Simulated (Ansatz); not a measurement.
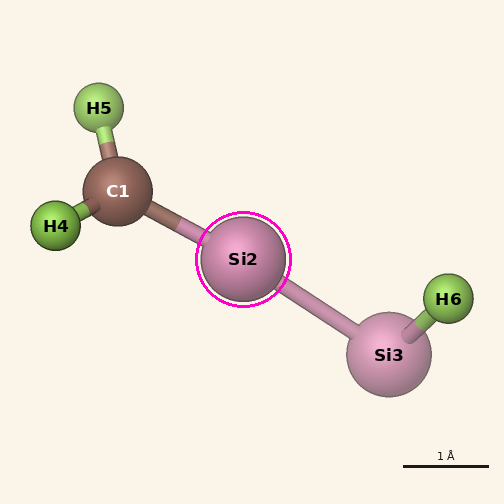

Orthographic view. Depth is shown by fading: the farther an atom, the more it takes the colour of the background. Charge −1, singlet. The computed structure is the end point of a PBE0-D4/def2-TZVPD optimisation. No frequency run is at hand to confirm it as a minimum.

### Name the neighbours of the circled atom.

The circled atom is Si2; it is bonded to C1, Si3.

### Which atom is nearest the viewer?

H4, 0.8 Å in front of the mean position.

### Which atom is farthest from the viewer?

Si3, 0.9 Å behind the mean position.
